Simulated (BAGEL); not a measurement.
# A workflow on CH4F2Si (SMILES C[SiH](F)F)

Wanted: a single-point energy (HF/cc-pVDZ), then a single-point energy (NEVPT2(2,2)/cc-pVDZ) of CH4F2Si. 

The results are computed with BAGEL 1.2.2.

1 further run of the same task is left out (set aside as unsound or not needed).

## 1. The structure to begin with

CH4F2Si: 8 atoms, total charge 0, spin state singlet. As SMILES, `C[SiH](F)F`. One bond was lengthened or shortened from a relaxed shape.

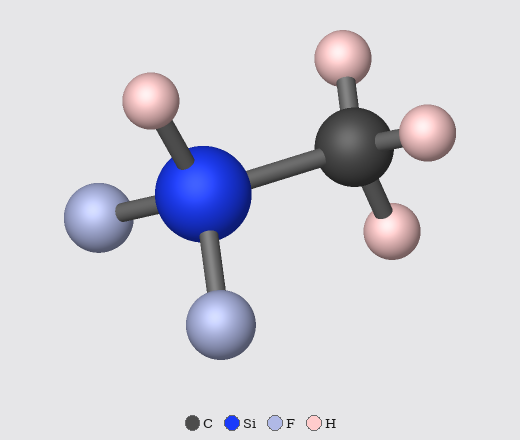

Viewed from a chosen angle; carbon dark grey, silicon blue, fluorine light blue, hydrogen pink.

## 2. A single-point energy at HF/cc-pVDZ (density fitting with svp-jkfit) (run 1)

Contents of input.json:

```json
{ "bagel": [

{
  "title": "molecule",
  "basis": "cc-pvdz.json",
  "df_basis": "svp-jkfit",
  "geometry": [
    { "atom": "C", "xyz": [    -0.83741701,     1.55641245,    -0.06071123 ] },
    { "atom": "Si", "xyz": [     0.51638278,    -1.57467476,     0.61070846 ] },
    { "atom": "F", "xyz": [     3.51537814,    -1.39156030,     0.69782484 ] },
    { "atom": "F", "xyz": [    -0.17280034,    -3.48084151,    -1.60896385 ] },
    { "atom": "H", "xyz": [    -0.02532233,     2.39806245,    -2.12669778 ] },
    { "atom": "H", "xyz": [    -0.33777343,     2.89679519,     1.42839295 ] },
    { "atom": "H", "xyz": [    -2.89665157,     1.44813114,    -0.16785870 ] },
    { "atom": "H", "xyz": [    -0.32908069,    -2.72835256,     3.00763708 ] }
  ]
},

{
  "title": "hf"
},

{
  "title": "print",
  "file": "orbitals.molden",
  "orbitals": true
}

]}
```

The basis set cc-pVDZ is read from a file made from the Basis Set Exchange's data (not shown).

Launch:

```sh
$ BAGEL_NUM_THREADS=1 BAGEL input.json > input.out
```

What it wrote:

```text
* using 1 threads per process

  ===============================================================
  ===============================================================

  *** Geometry ***

  { "atom" : "C", "xyz" : [     -0.837417,      1.556412,     -0.060711 ] },
  { "atom" : "Si", "xyz" : [      0.516383,     -1.574675,      0.610708 ] },
  { "atom" : "F", "xyz" : [      3.515378,     -1.391560,      0.697825 ] },
  { "atom" : "F", "xyz" : [     -0.172800,     -3.480842,     -1.608964 ] },
  { "atom" : "H", "xyz" : [     -0.025322,      2.398062,     -2.126698 ] },
  { "atom" : "H", "xyz" : [     -0.337773,      2.896795,      1.428393 ] },
  { "atom" : "H", "xyz" : [     -2.896652,      1.448131,     -0.167859 ] },
  { "atom" : "H", "xyz" : [     -0.329081,     -2.728353,      3.007637 ] },

  Number of auxiliary basis functions:      429

  Since a DF basis is specified, we compute 2- and 3-index integrals:
    o Being stored without compression. Storage requirement is 0.022 GB

  Number of basis functions:       80
  Number of electrons      :       42

    * METHOD: MOLECULE                             0.18

  *** RHF ***

  === Nuclear Repulsion ===
   182.4128327673

      * DIIS with orbital gradients will be used.

  === RHF iteration (cc-pvdz.json) ===
      0       -527.88664604          0.01649861           0.05
      1       -528.05844000          0.00973484           0.04
      2       -528.12935697          0.00145591           0.04
      3       -528.13085551          0.00050755           0.04
      4       -528.13100690          0.00007456           0.04
      5       -528.13101158          0.00001715           0.04
      6       -528.13101189          0.00000531           0.04
      7       -528.13101192          0.00000076           0.04
      8       -528.13101192          0.00000030           0.04
      9       -528.13101192          0.00000010           0.04
     10       -528.13101192          0.00000002           0.04
     11       -528.13101192          0.00000001           0.04
    * SCF iteration converged.

    * Permanent dipole moment:
           (    0.611088,    -0.654167,    -0.384609) a.u.

    * METHOD: HF                                   0.66

    * METHOD: PRINT                                0.02

  ===============================================================
```

Wall time 0.99 s (1 thread of Arm Neoverse V1, shared host); peak memory 0.15 GiB.

## 3. A single-point energy at NEVPT2(2,2)/cc-pVDZ (density fitting with svp-jkfit) (run 2)

Contents of calc.json:

```json
{ "bagel" : [

{
  "title" : "molecule",
  "basis" : "cc-pvdz.json",
  "df_basis" : "svp-jkfit",
  "geometry" : [
    { "atom" : "C", "xyz" : [ -0.83741701,  1.55641245, -0.06071123 ] },
    { "atom" : "Si", "xyz" : [  0.51638278, -1.57467476,  0.61070846 ] },
    { "atom" : "F", "xyz" : [  3.51537814, -1.39156030,  0.69782484 ] },
    { "atom" : "F", "xyz" : [ -0.17280034, -3.48084151, -1.60896385 ] },
    { "atom" : "H", "xyz" : [ -0.02532233,  2.39806245, -2.12669778 ] },
    { "atom" : "H", "xyz" : [ -0.33777343,  2.89679519,  1.42839295 ] },
    { "atom" : "H", "xyz" : [ -2.89665157,  1.44813114, -0.16785870 ] },
    { "atom" : "H", "xyz" : [ -0.32908069, -2.72835256,  3.00763708 ] }
  ]
},
{
  "title" : "hf"
},
{
  "title" : "nevpt2",
  "nstate" : 1,
  "nact" : 2,
  "nclosed" : 20,
  "nspin" : 0,
  "active" : [20, 22],
  "maxiter" : 200,
  "natocc" : true,
  "ncore" : 8
},
{
  "title" : "print",
  "file" : "orbitals.molden",
  "orbitals" : true
}

]}
```

The basis set cc-pVDZ is read from a file made from the Basis Set Exchange's data (not shown).

Launch:

```sh
$ BAGEL_NUM_THREADS=1 BAGEL calc.json > calc.out
```

What it wrote:

```text
* using 1 threads per process

  ===============================================================
  ===============================================================

  *** Geometry ***

  { "atom" : "C", "xyz" : [     -0.837417,      1.556412,     -0.060711 ] },
  { "atom" : "Si", "xyz" : [      0.516383,     -1.574675,      0.610708 ] },
  { "atom" : "F", "xyz" : [      3.515378,     -1.391560,      0.697825 ] },
  { "atom" : "F", "xyz" : [     -0.172800,     -3.480842,     -1.608964 ] },
  { "atom" : "H", "xyz" : [     -0.025322,      2.398062,     -2.126698 ] },
  { "atom" : "H", "xyz" : [     -0.337773,      2.896795,      1.428393 ] },
  { "atom" : "H", "xyz" : [     -2.896652,      1.448131,     -0.167859 ] },
  { "atom" : "H", "xyz" : [     -0.329081,     -2.728353,      3.007637 ] },

  Number of auxiliary basis functions:      429

  Since a DF basis is specified, we compute 2- and 3-index integrals:
    o Being stored without compression. Storage requirement is 0.022 GB

  Number of basis functions:       80
  Number of electrons      :       42

    * METHOD: MOLECULE                             0.18

  *** RHF ***

  === Nuclear Repulsion ===
   182.4128327673

      * DIIS with orbital gradients will be used.

  === RHF iteration (cc-pvdz.json) ===
      0       -527.88664604          0.01649861           0.05
      1       -528.05844000          0.00973484           0.04
      2       -528.12935697          0.00145591           0.04
      3       -528.13085551          0.00050755           0.04
      4       -528.13100690          0.00007456           0.04
      5       -528.13101158          0.00001715           0.04
      6       -528.13101189          0.00000531           0.04
      7       -528.13101192          0.00000076           0.04
      8       -528.13101192          0.00000030           0.04
      9       -528.13101192          0.00000010           0.04
     10       -528.13101192          0.00000002           0.04
     11       -528.13101192          0.00000001           0.04
    * SCF iteration converged.

    * Permanent dipole moment:
           (    0.611088,    -0.654167,    -0.384609) a.u.

    * METHOD: HF                                   0.65

    * freezing 8 orbitals
  ---------------------------
      CASSCF calculation
  ---------------------------

    ==== Active orbitals : =====
         Orbital 20
         Orbital 22
    ============================

    * nstate   :      1
    * nclosed  :     20
    * nact     :      2
    * nvirt    :     58
  === CASSCF iteration (cc-pvdz.json) ===

    * Using the second-order algorithm

      0  0      -528.13143983     1.08e-04      0.01

      1  0      -528.13609016     6.90e-04      0.24

      2  0      -528.14766545     8.44e-04      0.22

      3  0      -528.15039724     1.91e-04      0.24

      4  0      -528.15046990     3.75e-05      0.24

      5  0      -528.15047136     5.98e-06      0.26

      6  0      -528.15047138     1.06e-06      0.25

      7  0      -528.15047139     2.26e-07      0.26

      8  0      -528.15047139     5.34e-08      0.22

      9  0      -528.15047139     1.30e-08      0.21

     10  0      -528.15047139     3.20e-09      0.19

    * Second-order optimization converged. *

     guess   0:   closed 1.                   open ..

  === FCI iteration ===

      0  0      -528.13067392     8.19e-02      0.00
      1  0      -528.15046492     1.16e-03      0.00
      2  0 *    -528.15047139     3.51e-16      0.00

     * ci vector, state   0, <S^2> = 0.0000
       2.     0.9927787593
       .2    -0.1199597226

  === DF-NEVPT2 calculation ===

    * 3-index integral transformation done
    * assembly done

      NEVPT2 correlation energy:   -0.5972947418      0.16

          (+0)     -0.5434668089
          (+0)'    -0.0152376099
          (+1)     -0.0041151222
          (+1)'    -0.0000000000
          (+2)     -0.0002584180
          (-1)     -0.0257979472
          (-1)'     0.0000000000
          (-2)     -0.0084188356

      NEVPT2 total energy:       -528.7477661273

    * METHOD: NEVPT2                               2.69

    * METHOD: PRINT                                0.02

  ===============================================================
```

It took 3.9 s on 1 thread of Arm Neoverse V1, shared host; peak memory 0.15 GiB.

## 4. Outcome

| quantity | value |
| --- | --- |
| run 1, HF/cc-pVDZ: total energy | -528.13101 Eh |
| run 1, HF/cc-pVDZ: dipole moment | 2.48 D |
| run 1, HF/cc-pVDZ: HOMO energy | -12.85 eV |
| run 1, HF/cc-pVDZ: LUMO energy | 4.47 eV |
| run 1, HF/cc-pVDZ: HOMO–LUMO gap | 17.32 eV |
| run 2, NEVPT2(2,2)/cc-pVDZ: total energy | -528.74777 Eh |
